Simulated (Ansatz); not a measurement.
**CH5FGeSn (SMILES [CH3][GeH2][Sn][F]): density, localisation and related maps**

Input file:

```
basis:
  gaussian: {orbitals: def2-TZVPD}
crystal:
  periodic: [false, false, false]
  atoms:
    - {symbol: C, position_ang: [-1.615745, -0.814467, 0.307795]}
    - {symbol: F, position_ang: [-3.338592, 0.544415, 2.818441]}
    - {symbol: Ge, position_ang: [-0.722213, 0.863607, 0.858155]}
    - {symbol: Sn, position_ang: [-2.564776, 2.289786, 2.275691]}
    - {symbol: H, position_ang: [-2.226346, -0.642775, -0.591111]}
    - {symbol: H, position_ang: [-0.883601, -1.607166, 0.096315]}
    - {symbol: H, position_ang: [-2.276628, -1.123974, 1.130162]}
    - {symbol: H, position_ang: [0.437572, 0.504369, 1.833384]}
    - {symbol: H, position_ang: [-0.054452, 1.556514, -0.361214]}
hamiltonian: {xc: {name: PBE0}}
output: {forces: true, orbitals: {seedname: orbitals}}
```

Run with:

```sh
ansatz run input.yaml --threads 2 --pin off --max-ram 4350MiB --events-out events.jsonl --progress --plain --runs-dir runs
```

Geometry: B3LYP-D3(BJ)/def2-SVP; core potentials replace the inner electrons of Sn.

Method: isolated molecule in a Gaussian basis; Kohn-Sham density functional theory, functional PBE0 in Ansatz.

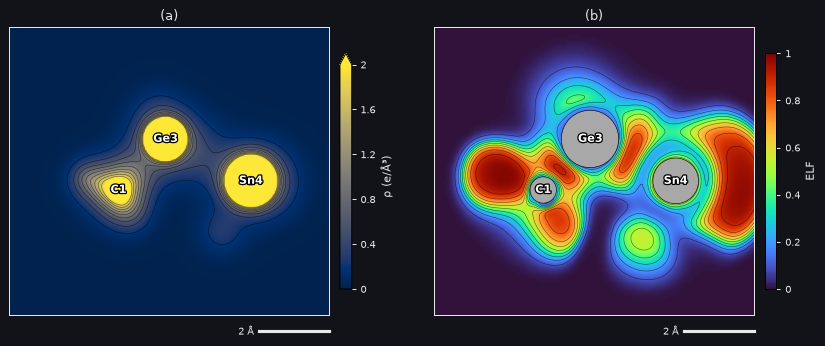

Figure 1. (a) electron density; (b) ELF on the plane of atoms C1, Ge3 and Sn4. Grey discs cover the atomic cores in the ELF map.

What do the fields say about this system?

- Atoms in the plane: C, Ge and Sn.
- C–Ge (1.98 Å): ρ at the midpoint is about 0.83 e/Å³; the ELF peaks at about 0.90 between the atoms (localised, covalent bonding).
- Sn–Ge (2.73 Å): ρ at the midpoint is about 0.43 e/Å³; the ELF peaks at about 0.85 between the atoms; a shared electron pair.

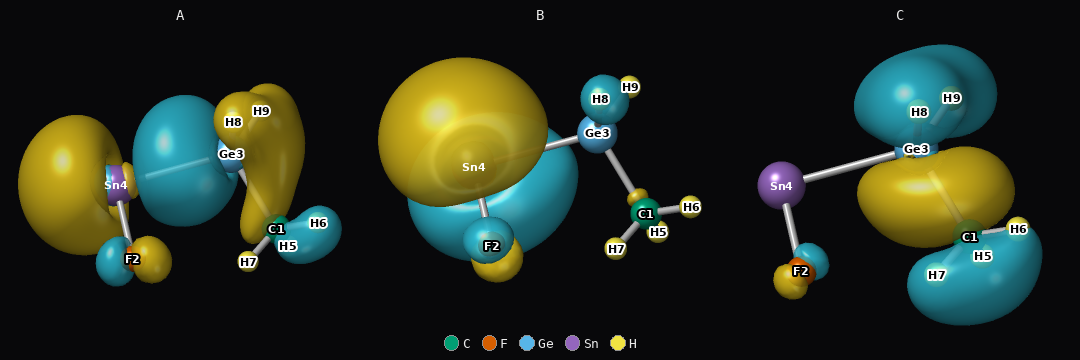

Figure 2. Three frontier orbitals at ±0.08 Å⁻³ᐟ² (yellow and cyan are the two phases), in no order.

Which picture is the HOMO−1, the HOMO and the LUMO?

C is the HOMO−1 (−8.65 eV). Its weight (Hirshfeld) is mainly on C1 (about 35 %), Ge3 (about 30 %), H9 (about 10 %) and H8 (about 5 %). A is the HOMO (−6.26 eV). It lies mainly on Sn4 (about 50 %) and Ge3 (about 35 %). B is the LUMO (−3.07 eV). By Hirshfeld shares it lies mainly on Sn4 (about 85 %) and Ge3 (about 5 %).

What is the HOMO–LUMO gap?

3.19 eV between the orbital energies.

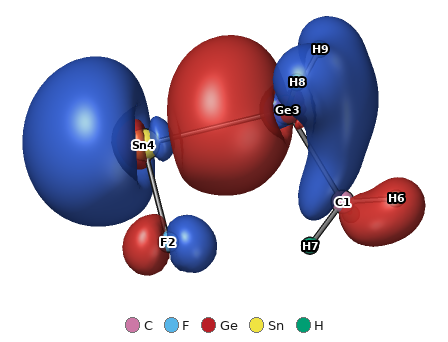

Figure 3. One frontier orbital at ±0.08 Å⁻³ᐟ² (blue and red are the two phases), seen across its widest extent.

Which orbital is it: HOMO or LUMO?

The HOMO, at −6.26 eV. It lies mainly on Sn4 (about 50 %) and Ge3 (about 35 %).
